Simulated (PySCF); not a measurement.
# H7NP2Si: electronic excitations at several levels of theory, part 2 of 2

PySCF 2.14.0. Atoms count from 0.

### 9 TDDFT and polarisability: wB97X-D/def2-SVPD

Job settings and geometry (Å):

```
{"job": {"kind": "uv", "xc": "wB97X-D", "basis": "def2-SVPD", "ip": true}, "charge": 0, "multiplicity": 1}
N     -0.541974    -1.230811     0.997154
Si    -0.223179    -0.304593    -0.430528
P      2.025760    -0.081035    -0.524755
P     -1.279026     1.695223    -0.349712
H     -1.496619    -1.341563     1.321617
H      0.000163    -2.071624     1.172236
H     -0.628527    -0.919464    -1.740918
H      1.978814     0.731952    -1.698379
H      2.062662     1.030577     0.372103
H     -2.575440     1.120834    -0.149671
H     -1.031437     1.848363     1.049845
```

Method: TDDFT wB97X-D/def2-SVPD, vertical, gas phase, core orbitals frozen in the response.

What it wrote:

```text
coarse grid: 10280 points
cycle   1  E = -1030.6744707862  dE = -4.076e-02  |g| = 3.678e-01  |ddm| = 3.702e+00
cycle   2  E = -1030.6884717355  dE = -1.400e-02  |g| = 3.389e-01  |ddm| = 1.047e+00
cycle   3  E = -1030.7133059243  dE = -2.483e-02  |g| = 3.942e-02  |ddm| = 3.711e-01
cycle   4  E = -1030.7138164455  dE = -5.105e-04  |g| = 1.349e-02  |ddm| = 1.097e-01
cycle   5  E = -1030.7138941996  dE = -7.775e-05  |g| = 3.446e-03  |ddm| = 4.418e-02
cycle   6  E = -1030.7139000537  dE = -5.854e-06  |g| = 8.302e-04  |ddm| = 1.455e-02
final grid: 84376 points
cycle   7  E = -1030.8330791291  dE = -5.836e-05  |g| = 5.369e-03  |ddm| = 8.460e-02
cycle   8  E = -1030.8330805783  dE = -1.449e-06  |g| = 5.298e-03  |ddm| = 1.299e-02
cycle   9  E = -1030.8330865321  dE = -5.954e-06  |g| = 4.335e-04  |ddm| = 6.320e-03
cycle  10  E = -1030.8330866204  dE = -8.826e-08  |g| = 2.001e-04  |ddm| = 1.845e-03
cycle  11  E = -1030.8330866364  dE = -1.600e-08  |g| = 3.189e-05  |ddm| = 6.752e-04
cycle  12  E = -1030.8330866373  dE = -9.736e-10  |g| = 1.247e-05  |ddm| = 2.351e-04
converged SCF energy = -1030.8330866373

Static polarisability (au): isotropic 92.144, principal 78.841 88.473 109.118

Singlet excitations
state   eV       nm        f      main configurations
  1   6.4121    193.4   0.01349   H-1->L 0.36, H->L+1 0.22, H-1->L+2 0.13
  2   6.4625    191.9   0.00877   H->L+2 0.28, H-1->L+1 0.25, H->L+1 0.21
  3   6.5416    189.5   0.02170   H-1->L 0.26, H->L+1 0.18, H->L 0.17
  4   6.6237    187.2   0.02951   H->L 0.68, H->L+1 0.09, H-1->L 0.08
  5   6.8869    180.0   0.04880   H-1->L+2 0.20, H-1->L 0.15, H-2->L 0.14
  6   7.0545    175.8   0.12441   H-1->L+3 0.26, H->L+3 0.23, H-1->L+2 0.12
  7   7.1324    173.8   0.23918   H-1->L+2 0.27, H->L+2 0.27, H-1->L+1 0.18
  8   7.2047    172.1   0.15673   H->L+3 0.37, H->L+4 0.14, H->L+5 0.10
  9   7.3972    167.6   0.02136   H-2->L 0.41, H-1->L+3 0.27
 10   7.5223    164.8   0.05331   H-2->L+1 0.47

Triplet excitations (Tamm-Dancoff, eV): 5.6361 5.7851 5.8388 5.8946
Vertical ionisation energy (delta-SCF) = 9.3137 eV
```

It took 2.2 min on 1 thread of Arm Neoverse N1, shared host; peak memory 0.72 GiB.

In short: HOMO -9.08 eV, LUMO 1.61 eV; lowest singlet 6.41 eV.

### 10 Excited states and response: LC-wPBE/def2-SVPD

The job, as its differences from that of step 9:

```diff
@@ -1,2 +1,2 @@
-{"job": {"kind": "uv", "xc": "wB97X-D", "basis": "def2-SVPD", "ip": true}, "charge": 0, "multiplicity": 1}
+{"job": {"kind": "uv", "xc": "LC-wPBE", "basis": "def2-SVPD", "ip": true}, "charge": 0, "multiplicity": 1}
 N     -0.541974    -1.230811     0.997154
```

Level: TDDFT LC-wPBE/def2-SVPD, vertical, gas phase, core orbitals frozen in the response.

What it wrote:

```text
coarse grid: 10280 points
cycle   1  E = -1030.3334637631  dE = -5.009e-02  |g| = 3.612e-01  |ddm| = 3.738e+00
cycle   2  E = -1030.3589676410  dE = -2.550e-02  |g| = 2.731e-01  |ddm| = 9.013e-01
cycle   3  E = -1030.3749929928  dE = -1.603e-02  |g| = 4.746e-02  |ddm| = 3.089e-01
cycle   4  E = -1030.3758052980  dE = -8.123e-04  |g| = 1.318e-02  |ddm| = 1.172e-01
cycle   5  E = -1030.3758958116  dE = -9.051e-05  |g| = 3.876e-03  |ddm| = 4.266e-02
cycle   6  E = -1030.3759043514  dE = -8.540e-06  |g| = 9.473e-04  |ddm| = 1.368e-02
final grid: 84376 points
cycle   7  E = -1030.5278036347  dE = -2.642e-05  |g| = 4.482e-03  |ddm| = 7.304e-02
cycle   8  E = -1030.5278052374  dE = -1.603e-06  |g| = 3.967e-03  |ddm| = 9.975e-03
cycle   9  E = -1030.5278085428  dE = -3.305e-06  |g| = 3.666e-04  |ddm| = 4.100e-03
cycle  10  E = -1030.5278085926  dE = -4.976e-08  |g| = 1.236e-04  |ddm| = 1.215e-03
cycle  11  E = -1030.5278085999  dE = -7.368e-09  |g| = 2.639e-05  |ddm| = 5.212e-04
cycle  12  E = -1030.5278086006  dE = -6.357e-10  |g| = 8.032e-06  |ddm| = 1.080e-04
converged SCF energy = -1030.5278086006

Static polarisability (au): isotropic 89.848, principal 77.354 86.291 105.900

Singlet excitations
state   eV       nm        f      main configurations
  1   6.6360    186.8   0.02587   H->L+1 0.43, H-1->L+2 0.12, H-1->L+5 0.08
  2   6.6621    186.1   0.00277   H-1->L+1 0.30, H->L+2 0.25, H->L+5 0.16
  3   6.8947    179.8   0.00875   H-1->L 0.49, H-2->L 0.09
  4   6.9773    177.7   0.07257   H->L 0.60
  5   7.1960    172.3   0.05559   H-2->L 0.16, H-1->L+2 0.16, H-1->L 0.12
  6   7.4671    166.0   0.36652   H-1->L+1 0.19, H->L+2 0.18, H-1->L+3 0.17
  7   7.5009    165.3   0.21194   H->L+4 0.22, H-1->L+2 0.21, H->L+1 0.17
  8   7.6097    162.9   0.00506   H->L+3 0.36
  9   7.8774    157.4   0.01833   H-2->L 0.15, H-1->L+3 0.14, H-2->L+1 0.13
 10   7.9644    155.7   0.08125   H-2->L+1 0.29, H-1->L+3 0.14, H->L+4 0.10

Triplet excitations (Tamm-Dancoff, eV): 5.6003 5.6984 5.7323 5.8149
Vertical ionisation energy (delta-SCF) = 9.5595 eV
```

Wall time 2.9 min (1 thread of Arm Neoverse N1, shared host); peak memory 0.73 GiB.

This run: HOMO -9.84 eV, LUMO 1.87 eV; lowest singlet 6.64 eV.

### 11 Ultraviolet spectrum: PBE0/6-31G*

The job, as its differences from that of step 10:

```diff
@@ -1,2 +1,2 @@
-{"job": {"kind": "uv", "xc": "LC-wPBE", "basis": "def2-SVPD", "ip": true}, "charge": 0, "multiplicity": 1}
+{"job": {"kind": "uv", "xc": "PBE0", "basis": "6-31G*"}, "charge": 0, "multiplicity": 1}
 N     -0.541974    -1.230811     0.997154
```

With the program's defaults for keys left out, this is: TDDFT PBE0/6-31G*, vertical, gas phase, core orbitals frozen in the response.

What it wrote:

```text
coarse grid: 10280 points
cycle   1  E = -1030.6963599294  dE =  4.985e-02  |g| = 3.962e-01  |ddm| = 2.941e+00
cycle   2  E = -1030.6722374509  dE =  2.412e-02  |g| = 5.202e-01  |ddm| = 9.485e-01
cycle   3  E = -1030.7341916694  dE = -6.195e-02  |g| = 4.935e-02  |ddm| = 5.701e-01
cycle   4  E = -1030.7349063165  dE = -7.146e-04  |g| = 1.250e-02  |ddm| = 9.069e-02
cycle   5  E = -1030.7349629604  dE = -5.664e-05  |g| = 2.933e-03  |ddm| = 2.445e-02
cycle   6  E = -1030.7349657343  dE = -2.774e-06  |g| = 8.610e-04  |ddm| = 5.787e-03
final grid: 84376 points
cycle   7  E = -1030.6750833364  dE = -9.104e-06  |g| = 6.051e-03  |ddm| = 1.960e-02
cycle   8  E = -1030.6750757712  dE =  7.565e-06  |g| = 8.499e-03  |ddm| = 1.565e-02
cycle   9  E = -1030.6750928543  dE = -1.708e-05  |g| = 5.616e-04  |ddm| = 8.546e-03
cycle  10  E = -1030.6750929597  dE = -1.054e-07  |g| = 5.470e-05  |ddm| = 9.361e-04
cycle  11  E = -1030.6750929605  dE = -8.718e-10  |g| = 1.997e-05  |ddm| = 1.223e-04
converged SCF energy = -1030.6750929605

Static polarisability (au): isotropic 76.454, principal 63.630 72.071 93.662

Singlet excitations
state   eV       nm        f      main configurations
  1   6.3512    195.2   0.00809   H->L 0.76
  2   6.4994    190.8   0.03060   H-1->L 0.59, H->L+1 0.14, H->L+2 0.12
  3   6.6533    186.3   0.00450   H->L+2 0.51, H-1->L+2 0.18, H-1->L+1 0.15
  4   6.7603    183.4   0.04267   H->L+1 0.65, H-1->L 0.09, H-1->L+1 0.08
  5   6.8693    180.5   0.00394   H-1->L+2 0.72, H->L+2 0.15
  6   6.9502    178.4   0.19613   H-1->L+1 0.43, H-1->L 0.15, H-2->L 0.15
  7   7.2204    171.7   0.02013   H->L+3 0.63, H-2->L 0.14
  8   7.3358    169.0   0.04658   H-2->L+1 0.54, H-2->L 0.19, H-1->L+3 0.09
  9   7.3537    168.6   0.18212   H-2->L 0.39, H-1->L+3 0.33, H-2->L+1 0.09
 10   7.4241    167.0   0.03745   H-2->L+1 0.21, H-2->L+2 0.20, H-1->L+3 0.19

Triplet excitations (Tamm-Dancoff, eV): 5.5614 5.6799 5.7484 5.8084
```

It took 11 s on 1 thread of Arm Neoverse N1, shared host; peak memory 0.47 GiB.

Key values: HOMO -7.18 eV, LUMO 0.50 eV; lowest singlet 6.35 eV.

### 12 Excited states and response: PBE0/def2-SVP

The job, as its differences from that of step 11:

```diff
@@ -1,2 +1,2 @@
-{"job": {"kind": "uv", "xc": "PBE0", "basis": "6-31G*"}, "charge": 0, "multiplicity": 1}
+{"job": {"kind": "uv", "xc": "PBE0", "basis": "def2-SVP"}, "charge": 0, "multiplicity": 1}
 N     -0.541974    -1.230811     0.997154
```

With the program's defaults for keys left out, this is: TDDFT PBE0/def2-SVP, vertical, gas phase, core orbitals frozen in the response.

What it wrote:

```text
coarse grid: 10280 points
cycle   1  E = -1030.2497440883  dE =  6.362e-03  |g| = 3.862e-01  |ddm| = 3.025e+00
cycle   2  E = -1030.2255571188  dE =  2.419e-02  |g| = 5.095e-01  |ddm| = 8.674e-01
cycle   3  E = -1030.2842371699  dE = -5.868e-02  |g| = 4.477e-02  |ddm| = 5.116e-01
cycle   4  E = -1030.2848036276  dE = -5.665e-04  |g| = 1.365e-02  |ddm| = 8.904e-02
cycle   5  E = -1030.2848665345  dE = -6.291e-05  |g| = 2.822e-03  |ddm| = 2.662e-02
cycle   6  E = -1030.2848689906  dE = -2.456e-06  |g| = 9.290e-04  |ddm| = 5.419e-03
final grid: 84376 points
cycle   7  E = -1030.3957663812  dE = -1.118e-05  |g| = 5.477e-03  |ddm| = 2.499e-02
cycle   8  E = -1030.3957602177  dE =  6.164e-06  |g| = 7.635e-03  |ddm| = 1.337e-02
cycle   9  E = -1030.3957737194  dE = -1.350e-05  |g| = 4.794e-04  |ddm| = 7.357e-03
cycle  10  E = -1030.3957737899  dE = -7.050e-08  |g| = 4.886e-05  |ddm| = 8.776e-04
cycle  11  E = -1030.3957737907  dE = -8.167e-10  |g| = 2.076e-05  |ddm| = 1.238e-04
converged SCF energy = -1030.3957737907

Static polarisability (au): isotropic 77.213, principal 66.536 73.024 92.079

Singlet excitations
state   eV       nm        f      main configurations
  1   6.4374    192.6   0.00472   H->L 0.77
  2   6.5939    188.0   0.00492   H->L+2 0.59, H-1->L 0.22, H-1->L+2 0.08
  3   6.6663    186.0   0.01386   H-1->L 0.25, H->L+1 0.24, H-1->L+2 0.15
  4   6.7959    182.4   0.02051   H->L+1 0.41, H-1->L+2 0.26, H-1->L 0.16
  5   6.8818    180.2   0.01784   H-1->L+1 0.52, H->L+1 0.23, H-1->L+2 0.08
  6   7.0596    175.6   0.13162   H-1->L+2 0.26, H-1->L 0.20, H->L+2 0.20
  7   7.2555    170.9   0.03332   H->L+3 0.86
  8   7.3384    169.0   0.00098   H-1->L+3 0.51, H-2->L 0.24, H->L+4 0.13
  9   7.4325    166.8   0.03284   H-2->L 0.37, H-2->L+1 0.33, H-1->L+3 0.12
 10   7.4773    165.8   0.10077   H-2->L+1 0.47, H-1->L+3 0.16, H-2->L 0.11

Triplet excitations (Tamm-Dancoff, eV): 5.6667 5.7900 5.8488 5.8923
```

Run time: 13 s. Hardware: 1 thread of Arm Neoverse N1, shared host; peak memory 0.53 GiB.

Key values: HOMO -7.18 eV, LUMO 0.62 eV; lowest singlet 6.44 eV.

### 13 Comparing the runs: electronic excitations

Excitations and ground-state properties, with basis size and wall time:

```
                run  lowest singlet (eV)  brightest (eV)      f  gap (eV)  α (Å³)  μ (D)  functions     time
      LDA/def2-SVPD                 5.28            5.87  0.030      5.22   14.54   1.68        148  1.7 min
      PBE/def2-SVPD                 5.34            5.91  0.036      5.29   14.28   1.66        148  1.8 min
    B3LYP/def2-SVPD                 5.91            6.81  0.182      6.82   13.89   1.65        148  2.1 min
     PBE0/def2-SVPD                 6.09            6.96  0.204      7.28   13.79   1.70        148    2 min
BHandHLYP/def2-SVPD                 6.50            7.16  0.209      8.86   13.41   1.70        148  2.1 min
CAM-B3LYP/def2-SVPD                 6.31            7.11  0.225      9.30   13.64   1.70        148  2.2 min
  wB97X-D/def2-SVPD                 6.41            7.13  0.239     10.70   13.65   1.77        148  2.2 min
  LC-wPBE/def2-SVPD                 6.64            7.47  0.367     11.71   13.31   1.80        148  2.9 min
        PBE0/6-31G*                 6.35            6.95  0.196      7.67   11.33   2.15         82     11 s
      PBE0/def2-SVP                 6.44            7.06  0.132      7.80   11.44   2.00        103     13 s
```

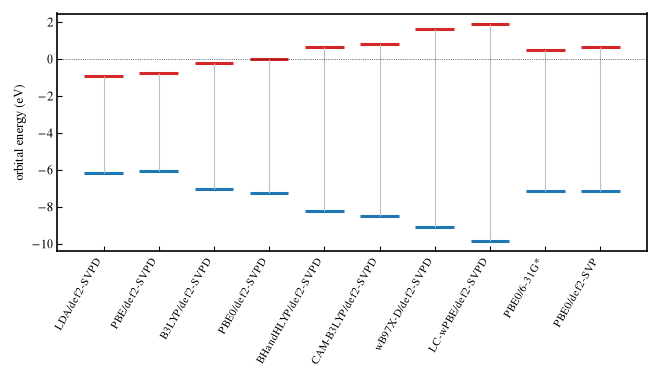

HOMO (blue) and LUMO (red) run by run.

### 14 Summary of results

The summary covers parts 1 to 2.

| quantity | value |
| --- | --- |
| point group | C1 |
| rotational constants (main isotopes) | 4.09, 2.00, 1.48 GHz |
| lowest singlet (LDA/def2-SVPD) | 5.28 eV (235 nm), f = 0.005 |
| brightest single state of those computed | state 6, 5.87 eV, f = 0.030 |
| lowest triplet | 5.12 eV |
| vertical ionisation energy (ΔSCF) | 8.94 eV |
| range of the lowest singlet | 5.28 to 6.64 eV |

What this shows: Single values in the summary come from the first run of each kind that ended normally (LDA/def2-SVPD), which need not be the best level. Relaxing lowered the energy by 0.167 eV in 8 steps; the close pair that moved most is N0–H5, from 0.968 to 1.016 Å. The lowest singlet, at 5.28 eV, is HOMO→LUMO 0.98 and is weak; of the 10 states computed, the strongest absorption comes from state 6 at 5.87 eV. The lowest triplet lies 0.16 eV below the lowest singlet (triplets in Tamm-Dancoff, singlets in full TDDFT). ΔSCF puts the ionisation energy at 8.94 eV, 2.78 eV above −ε(HOMO). The lowest singlet runs from 5.28 eV (LDA/def2-SVPD) to 6.64 eV (LC-wPBE/def2-SVPD), while the orbital gap spans 5.22 to 11.71 eV. The lowest state need not be the same one in every run. The runs solved for a few states only, so the brightest column depends on that window.
